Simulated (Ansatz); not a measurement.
# BSiNH2ClF (SMILES F[Si]1(Cl)BN1): B3LYP/6-31G(d) (Cartesian functions)

What is the energy change on altering one bond length of BSiNH2ClF at B3LYP/6-31G* (Cartesian functions)? 

Program for the calculation: Ansatz 0.2.0.

139 further runs of the same task are left out: 139 set aside as unsound or not needed.

### 1 Starting point

The species is BSiNH2ClF (7 atoms), meant as a singlet with charge 0. As SMILES, `F[Si]1(Cl)BN1`. The shape is that of a PBE0-D4/def2-TZVP optimisation.

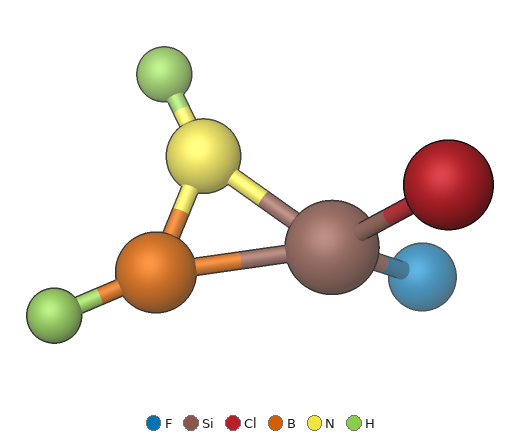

Viewed from a chosen angle; fluorine blue, silicon brown, chlorine red, boron orange, nitrogen yellow, hydrogen green.

### 2 The energy at B3LYP/6-31G(d) (Cartesian functions)

The input, in.yaml:

```yaml
crystal:
  periodic: [false, false, false]
  atoms:
    - {symbol: F, position_ang: [-0.412200, -2.179200, -0.210300]}
    - {symbol: Si, position_ang: [-0.003600, -0.782500, 0.428000]}
    - {symbol: Cl, position_ang: [1.448800, -1.240300, 1.779600]}
    - {symbol: B, position_ang: [-0.771300, 0.907300, 0.039600]}
    - {symbol: "N", position_ang: [0.347500, 0.475500, -0.686800]}
    - {symbol: H, position_ang: [-1.454900, 1.876800, 0.033100]}
    - {symbol: H, position_ang: [0.906900, 0.874400, -1.428900]}
basis:
  gaussian:
    orbitals: "6-31G*"
output:
  orbitals: {seedname: orbitals}
hamiltonian:
  xc: {name: B3LYP}
accuracy: high
```

Run with:

```
$ ansatz run in.yaml --threads 1 --pin off --max-ram 2610MiB --events-out events.jsonl --progress --plain --runs-dir runs
```

Log:

```text
Warning: RAYON_NUM_THREADS=1 ignored (pool sized by the plan → 1); use --threads N
Functional definition: B3LYP
  name "B3LYP"
  parameter a0 = 0.2
  parameter ax = 0.72
  parameter ac = 0.81
  exchange = (1 - a0 - ax)*slater_x + ax*b88_x + a0*exact_x
  correlation = (1 - ac)*vwn_rpa_c + ac*lyp_c
1842 factors; integrals over basis functions are off by at most 3.8e-9 eV
mean field evaluation 1: about -25312.0423 eV, gradient 5.9e1 eV
mean field evaluation 2: about -25299.4333 eV, gradient 9.3e1 eV
mean field evaluation 4: about -25318.6562 eV, gradient 4.9e0 eV
mean field evaluation 8: about -25318.8083 eV, gradient 5.9e-1 eV
mean field evaluation 16: about -25318.8093 eV, gradient 1.1e-4 eV
mean field -25318.80930592 eV, -930.4490802873 hartree, gradient 2.5e-8 eV, S^2 0.000000; 0 other end points of the search recorded, 0 dependent functions left out
reference -25318.80934407 eV, -930.4490816891 hartree; 27, 27 occupied and 60, 60 virtual orbitals, 1842 factors
Total energy: -25318.80934407 eV, -930.4490816891 hartree
```

Run time: 9.3 s. Hardware: 1 thread of Arm Neoverse V1, shared host; peak memory 0.28 GiB.

### 3 The distorted shape

The input, run.yaml:

```yaml
crystal:
  periodic: [false, false, false]
  atoms:
    - {symbol: F, position_ang: [-0.691914, -2.378660, 0.160768]}
    - {symbol: Si, position_ang: [-0.283314, -0.981960, 0.799068]}
    - {symbol: Cl, position_ang: [1.169086, -1.439760, 2.150668]}
    - {symbol: B, position_ang: [-1.051014, 0.707840, 0.410668]}
    - {symbol: "N", position_ang: [0.067786, 0.276040, -0.315732]}
    - {symbol: H, position_ang: [-1.734614, 1.677340, 0.404168]}
    - {symbol: H, position_ang: [0.906900, 0.874400, -1.428900]}
basis:
  gaussian:
    orbitals: "6-31G*"
hamiltonian:
  xc: {name: B3LYP}
accuracy: high
output:
  orbitals: {seedname: orbitals}
```

Run with:

```
$ ansatz run run.yaml --threads 1 --pin off --max-ram 2610MiB --events-out events.jsonl --progress --plain --runs-dir runs
```

Log:

```text
Warning: RAYON_NUM_THREADS=1 ignored (pool sized by the plan → 1); use --threads N
Functional definition: B3LYP
  name "B3LYP"
  parameter a0 = 0.2
  parameter ax = 0.72
  parameter ac = 0.81
  exchange = (1 - a0 - ax)*slater_x + ax*b88_x + a0*exact_x
  correlation = (1 - ac)*vwn_rpa_c + ac*lyp_c
1846 factors; integrals over basis functions are off by at most 4.0e-9 eV
mean field evaluation 1: about -25309.2743 eV, gradient 6.0e1 eV
mean field evaluation 2: about -25290.7575 eV, gradient 1.0e2 eV
mean field evaluation 4: about -25316.6160 eV, gradient 6.6e0 eV
mean field evaluation 8: about -25316.8082 eV, gradient 5.6e-1 eV
mean field evaluation 16: about -25316.8091 eV, gradient 1.7e-4 eV
mean field -25316.80913829 eV, -930.3755754827 hartree, gradient 2.9e-8 eV, S^2 0.000000; 0 other end points of the search recorded, 0 dependent functions left out
reference -25316.80917829 eV, -930.3755769526 hartree; 27, 27 occupied and 60, 60 virtual orbitals, 1846 factors
Total energy: -25316.80917829 eV, -930.3755769526 hartree
```

Run time: 9.9 s. Hardware: 1 thread of Arm Neoverse V1, shared host; peak memory 0.28 GiB.

### 4 Outcome

Level: B3LYP/6-31G* (Cartesian functions).

| quantity | value |
| --- | --- |
| first shape: total energy | -930.44908 Eh |
| first shape: HOMO energy | -7.34 eV |
| first shape: LUMO energy | -0.69 eV |
| first shape: HOMO–LUMO gap | 6.65 eV |
| distorted shape: total energy | -930.37558 Eh |
| distorted shape: HOMO energy | -7.44 eV |
| distorted shape: LUMO energy | -2.07 eV |
| distorted shape: HOMO–LUMO gap | 5.37 eV |
| energy change with the N5–H7 bond stretched from 1.011 to 1.517 Å | 2.000 eV |

In words: With the N5–H7 bond stretched from 1.011 to 1.517 Å the energy rises by 2.00 eV (46 kcal/mol). The first shape isn't relaxed at this level, so the change isn't measured from a minimum.
